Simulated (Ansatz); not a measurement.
**BrClH$_{4}$N$_{2}$Si: density, localisation and related maps**

```yaml
atoms:
  - { symbol: Br, position_ang: [-1.2865, 2.0555, 1.9881] }
  - { symbol: Cl, position_ang: [-0.8043, 2.4673, -1.4770] }
  - { symbol: N, position_ang: [-2.5223, -0.6187, -1.4470] }
  - { symbol: N, position_ang: [-2.1899, -0.0270, -0.2243] }
  - { symbol: Si, position_ang: [-2.0729, 1.6695, -0.0423] }
  - { symbol: H, position_ang: [-3.5057, -0.4667, -1.6639] }
  - { symbol: H, position_ang: [-1.9562, -0.2412, -2.2074] }
  - { symbol: H, position_ang: [-1.7342, -0.6620, 0.4230] }
  - { symbol: H, position_ang: [-3.3636, 2.3713, -0.2323] }
```

Geometry: PBE0-D3(BJ)/def2-SVP.

Computed with isolated molecule in a Gaussian basis; Kohn-Sham density functional theory, functional PBE0 (Ansatz).

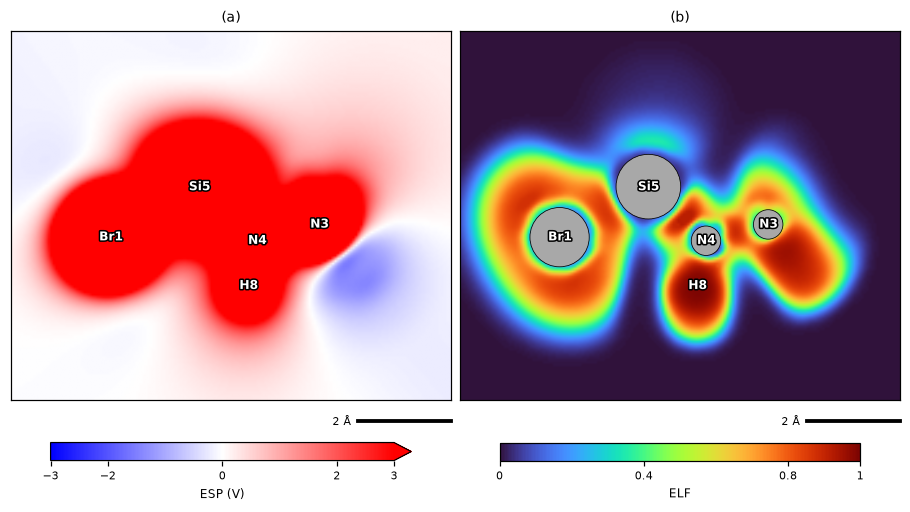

Figure 1. (a) electrostatic potential; (b) ELF on the plane of atoms Br1, Si5 and N4. Grey discs cover the atomic cores in the ELF map.

Describe what can be read from this map.

Answer.
- The section cuts through Br, N, Si and H sites.
- N–N (1.40 Å): the ELF peaks at about 0.90 between the atoms: a shared electron pair.
- Si–N (1.71 Å): the ELF peaks at about 0.90 between the atoms, as expected for a shared but strongly polarised pair.
- Si–Br (2.21 Å): the ELF peaks at about 0.85 between the atoms, as expected for a polar covalent bond.
- N–H (1.01 Å): the ELF climbs to about 1 towards the hydrogen, as it does in any bond to H (a covalent bond by its length).
- The ELF also peaks beside Br1 and N3, away from the bonds: lone-pair regions.
- Outside the dense part of the molecule the potential is most negative (−1.4 V) near N3.

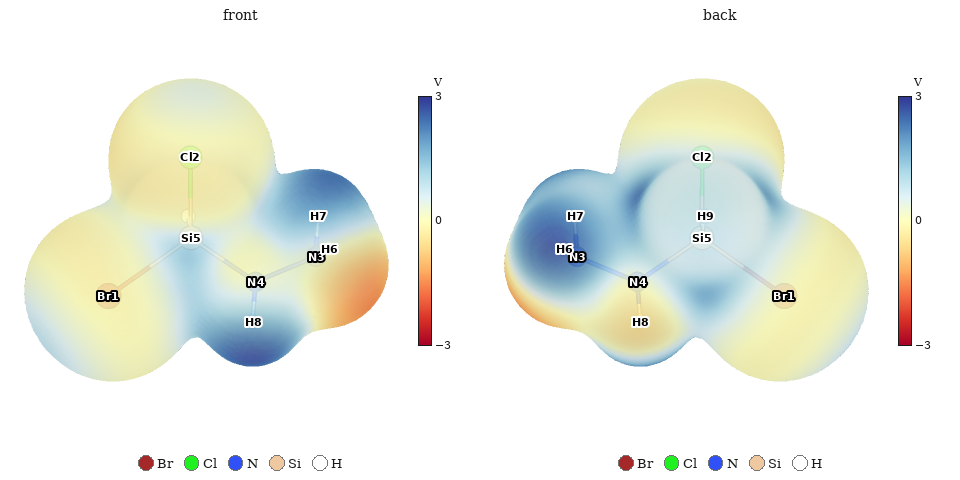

Figure 2. The electrostatic potential painted on the density surface at 0.004 e/bohr³, seen from the front and from behind; red is negative and blue positive.

Which sites attract a positive test charge, and which a negative one?

Answer. A positive charge is drawn to the negative regions and a negative charge to the positive ones. The most negative region (about −1.4 V) lies over N3, the most positive (about +2.7 V) over H6 and H8. Br1 shows a σ-hole: about +0.9 V at the tip opposite its bond, against about −0.1 V on its flanks. Cl2 shows a σ-hole: about +0.5 V at the tip opposite its bond, against about −0.1 V on its flanks. N3 is the likeliest acceptor of a hydrogen bond.

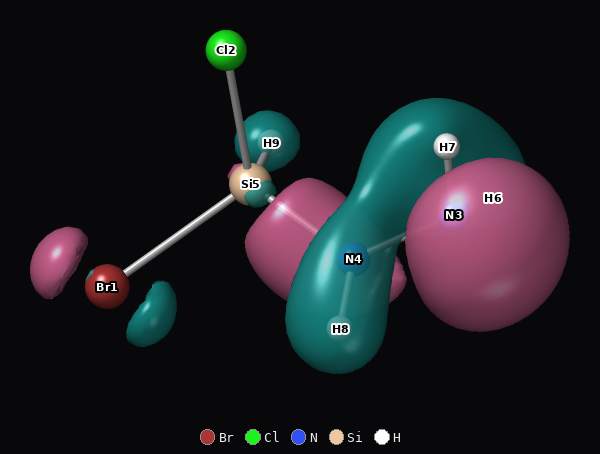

Figure 3. The HOMO at ±0.1 Å⁻³ᐟ² (teal and pink are the two phases), seen at a tilt.

What is the character of this orbital?

Answer. By Hirshfeld shares it lies mainly on N3 (about 60 %) and N4 (about 15 %). Its energy is −7.79 eV.
